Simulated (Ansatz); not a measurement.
The starting structures come from a database of crystals and need not be the phases stable at ambient conditions.

 Where the default PAW files enter, the runs use the earlier of Ansatz's two default sets.

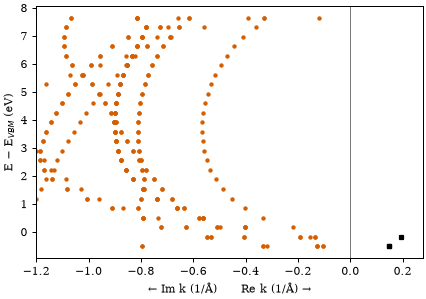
Figure. Complex bands at the centre of the two-dimensional zone; r2SCAN in Ansatz (a program for electronic structure)

The gap is the functional's own. No spin-orbit coupling. Mid-gap values are interpolated on the energy grid.

**Question.** This is Cs2ZrF6 (P-3m1, not sure to be the ambient phase, 9 atoms a cell, 19.5 Å³ an atom) along the normal of (001). Read off the slowest decay at the centre of the two-dimensional zone at 3.91 eV, the computed energy nearest the middle of the gap.

**Answer.** κ ≈ 0.57 1/Å, a decay length 1/(2κ) of the density of 0.88 Å.
